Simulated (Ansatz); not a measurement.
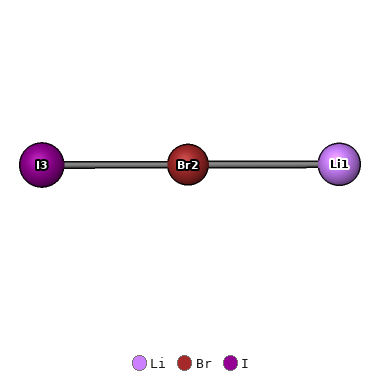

The system is Li⁺ + BrI; the picture shows the reference structure. 
- First axis: distance Li1–Br2. Second axis: distance Br2–I3.
- Nothing is relaxed (the angle Li1–Br2–I3 is fixed at 180 degrees).
- The scan uses a 10 × 10 grid.
- Points are written as (first, second).
- Energies are in kJ/mol, from the lowest grid point.
- The reference is spin-restricted, so regions where a bond is pulled apart into radicals lie too high.
- The calculation used Ansatz, RKS PBE-D4/def2-TZVPD.

Its coordinates:

```xyz
3

Li   -2.5420    0.0000    0.0000
Br    0.0000    0.0000    0.0000
I     2.4560    0.0000    0.0000
```

Range: distance Li1–Br2 from 1.984 to 3.584 Å; distance Br2–I3 from 2.072 to 3.672 Å.

Question: Predict the map.

Answer: The lowest grid point is at (2.542 Å, 2.456 Å). No other kind of well shows on this grid. The highest grid point, (1.984 Å, 2.072 Å), lies 241 kJ/mol above the lowest.

```
distance Br2–I3 ↓, distance Li1–Br2 →  1.984  2.076  2.210  2.368  2.542  2.729  2.928  3.138  3.357  3.584
                                3.672    216    197    181    175    177    182    189    195    202    208
                                3.445    187    168    152    146    147    152    158    163    169    175
                                3.226    153    133    117    110    111    115    121    126    131    137
                                3.016    114     95     78     71     72     76     81     85     90     95
                                2.817     78     58     42     34     34     38     42     46     50     55
                                2.630     50     30     14      7      6     10     14     17     21     25
                                2.456     44     24      8      1      0      3      7     10     14     18
                                2.298     73     54     38     31     30     33     38     40     44     48
                                2.164    148    128    113    106    106    109    113    116    120    124
                                2.072    241    222    207    200    200    204    209    212    216    220
```

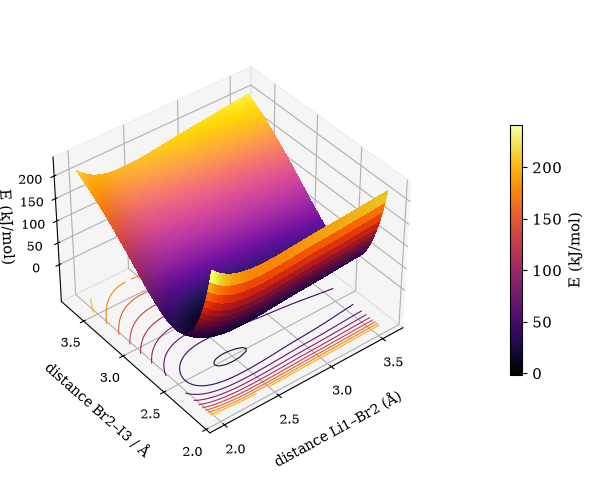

In the figure: a relief with its contours projected below, any walls above the top of the colour scale cut off. Between grid points the surface is interpolated.

The whole map (100 points run) took 7.7 min on 1 thread of Intel(R) Xeon(R) 6975P-C (Granite Rapids), with other jobs on the host.
